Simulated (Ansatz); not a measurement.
## Electronic structure of Cl2GaH5OSi in real space

```xyz
10

Ga   -0.1946   -0.0011    0.3744
H    -0.5275    0.6823    1.7239
Cl    1.8106    0.1688   -0.4736
Cl   -1.7240   -0.2852   -1.1275
O     0.2039   -1.9681    0.6477
Si   -0.8095   -3.2209    0.0256
H    -0.2210   -4.4908    0.5718
H    -2.1572   -2.9480    0.6078
H    -0.7873   -3.2355   -1.4714
H     1.1373   -1.9239    0.3059
```

Level of theory: RKS LDA/def2-SVP (Ansatz).

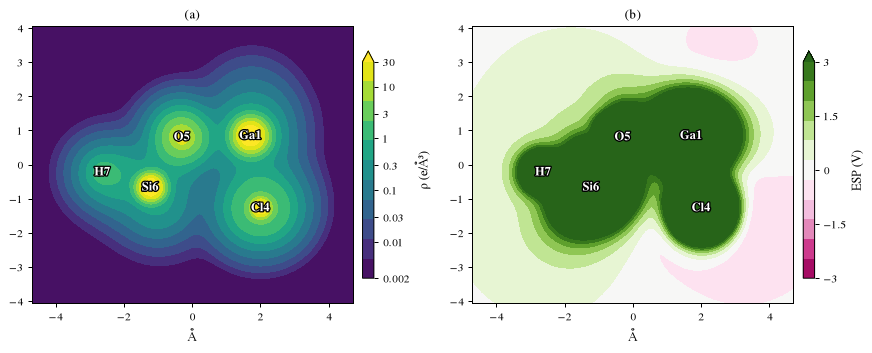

Figure 1. (a) electron density; (b) molecular electrostatic potential on the plane of atoms O5, Si6 and H7.

What does the map show?

- The plane passes through Ga, Cl, O, Si and H nuclei.
- Si–O (1.73 Å): ρ is about 0.93 e/Å³ halfway.
- Ga–O (2.03 Å): the density is about 0.5 e/Å³ at the midpoint.
- Ga–Cl (2.16 Å): ρ at the midpoint is about 0.67 e/Å³.
- Si–H (1.50 Å): ρ at the midpoint is about 0.77 e/Å³.
- Outside the dense part of the molecule the potential is most negative (−0.7 V) near Cl4.

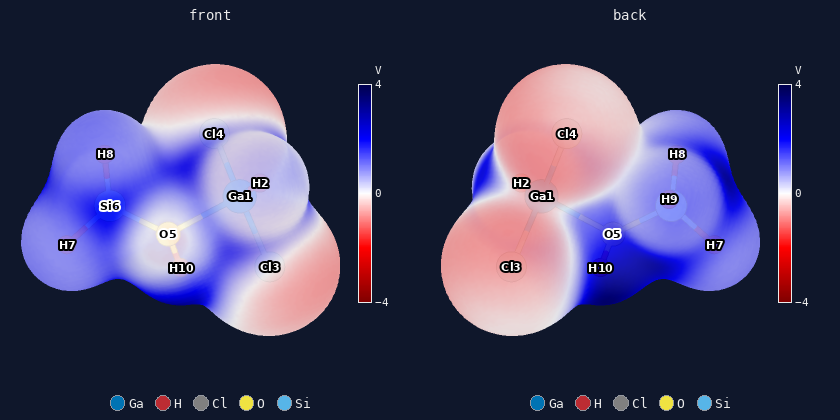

Figure 2. The molecular electrostatic potential painted on the density surface at 0.004 e/bohr³, seen from the front and from behind; the colour scale runs from red (negative) to blue (positive).

Where is the surface potential most negative and most positive?

The most negative region (about −0.9 V, or −21 kcal/mol for a unit charge) lies over Cl3 and Cl4, the most positive (about +3.4 V, or +78 kcal/mol for a unit charge) over H10.

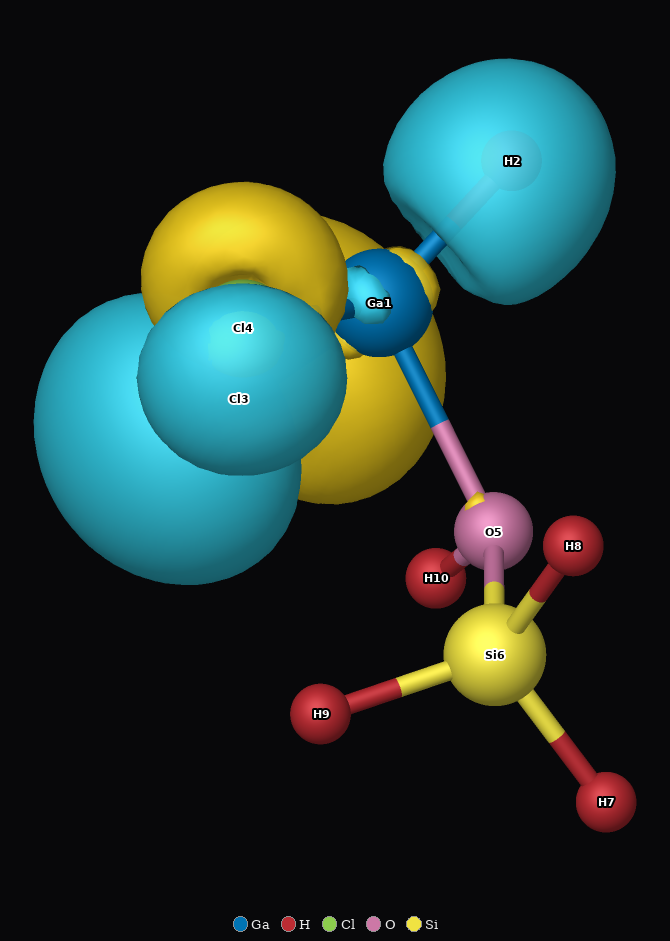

Figure 3. The HOMO−1 at ±0.1 Å⁻³ᐟ² (yellow and cyan are the two phases), seen at an oblique angle.

What is the character of this orbital?

Its weight (Hirshfeld) is mainly on Cl3 (about 70 %), Cl4 (about 15 %), Ga1 (about 10 %) and H2 (about 10 %); largely a lone pair of Cl3. Its energy is −7.21 eV.
